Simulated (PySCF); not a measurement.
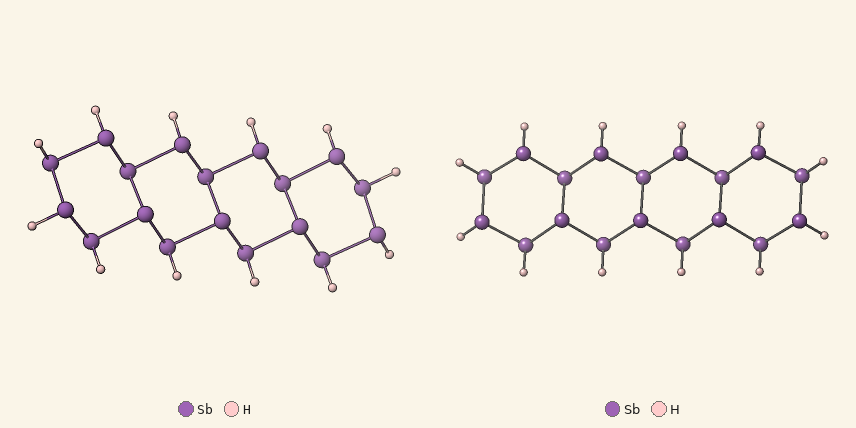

The same structure drawn twice, from different directions.

Computed geometry: GFN1-xTB optimisation. No frequency run is at hand to confirm it as a minimum.

What does the picture show?

The molecule is Sb18H12. SMILES: `[SbH]1[SbH][SbH][Sb]2[SbH][Sb]3[SbH][Sb]4[SbH][SbH][SbH][SbH][Sb]4[SbH][Sb]3[SbH][Sb]2[SbH]1`. The point group is C2h. Coordination: 18 Sb trigonal pyramidal.

The parts below concern this one geometry. Atoms keep their numbers from picture to picture.

### Electronic properties

No frequency run is at hand to confirm it as a minimum. Properties computed with PBE/def2-SVP, gas phase, core potentials on Sb (PySCF 2.14.0). Excitations: vertical, linear response.

> Give the HOMO–LUMO gap at this level.

2.49 eV.

> What is the HOMO energy (Kohn–Sham orbital)?

−5.19 eV.

> What is the mean static polarisability?

918.8 bohr³.

> What is the lowest vertical singlet excitation?

2.53 eV.

### Bond orders

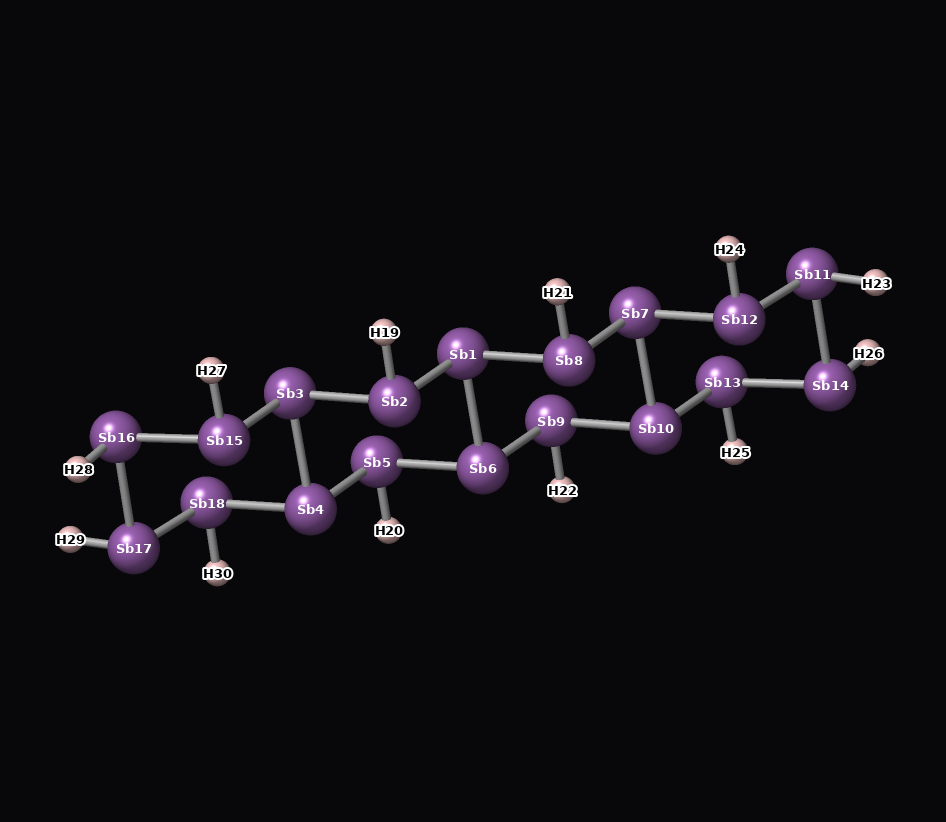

Every bond is drawn as one stick. No frequency run is at hand to confirm it as a minimum. Method: PBE/def2-SVP, core potentials on Sb (PySCF 2.14.0).

List the Mayer bond orders of Sb1–Sb6, Sb1–Sb2, Sb3–Sb4, Sb2–Sb3, Sb2–H19, Sb3–Sb15, Sb11–Sb14, Sb11–Sb12, Sb11–H23, Sb12–H24 (one bond of each equivalent set).

```
     bond  Mayer order  length (Å)
  Sb1–Sb6         0.98       2.757
  Sb1–Sb2         0.97       2.751
  Sb3–Sb4         0.97       2.757
  Sb2–Sb3         0.98       2.750
  Sb2–H19         0.92       1.697
 Sb3–Sb15         0.99       2.752
Sb11–Sb14         1.03       2.748
Sb11–Sb12         1.01       2.752
 Sb11–H23         0.93       1.700
 Sb12–H24         0.93       1.698
```

### Charges

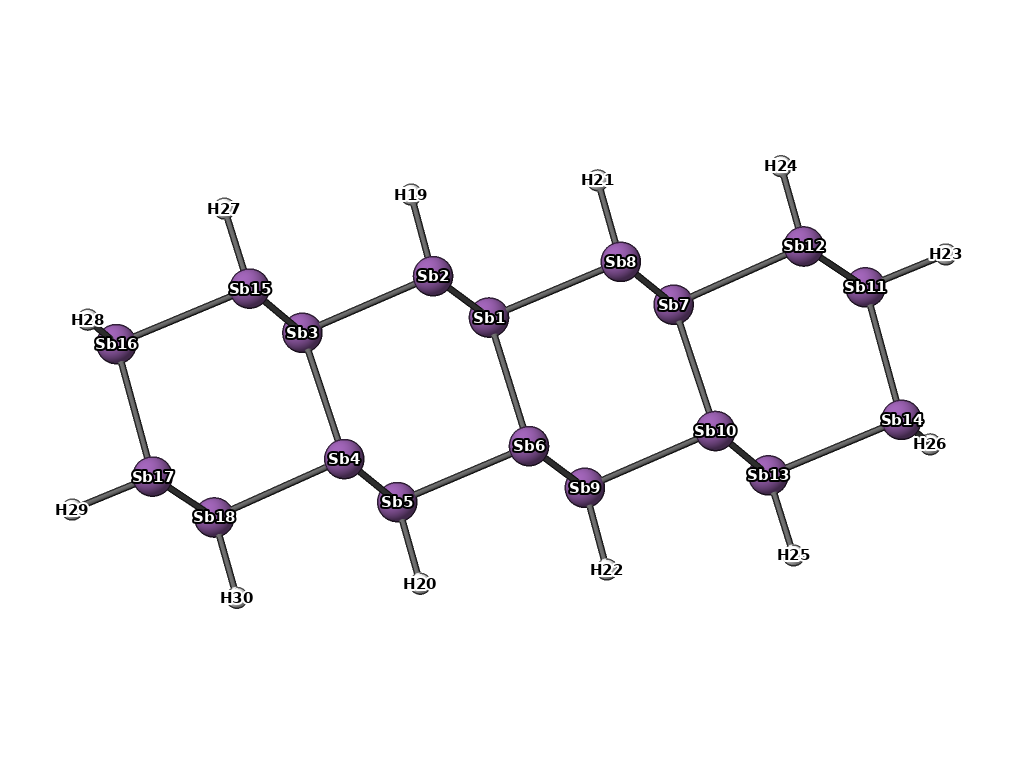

The questions are on Mulliken charges. No frequency run is at hand to confirm it as a minimum. Properties computed with PBE/def2-SVP, gas phase, core potentials on Sb (PySCF 2.14.0).

> Which atom carries the highest charge (most positive or least negative)?

Sb2, Sb5, Sb8, Sb9, Sb11, Sb14, Sb16, Sb17 (0.05 e).

> And the lowest?

H19, H20, H21, H22, H23, H24, H25, H26, H27, H28, H29, H30 (−0.04 e).

Give the Mulliken charges atom by atom.

```tsv
atom	value (e)
Sb1	−0.02
Sb2	0.05
Sb3	−0.02
Sb4	−0.02
Sb5	0.05
Sb6	−0.02
Sb7	−0.02
Sb8	0.05
Sb9	0.05
Sb10	−0.02
Sb11	0.05
Sb12	0.04
Sb13	0.04
Sb14	0.05
Sb15	0.04
Sb16	0.05
Sb17	0.05
Sb18	0.04
H19	−0.04
H20	−0.04
H21	−0.04
H22	−0.04
H23	−0.04
H24	−0.04
H25	−0.04
H26	−0.04
H27	−0.04
H28	−0.04
H29	−0.04
H30	−0.04
```

Mulliken values depend strongly on the basis set and can even reverse the polarity of a bond. The geometry is semi-empirical. Around Sb such bond lengths and angles can be off by a tenth of an ångström or more and by several degrees, and values that hang on the shape move with them.
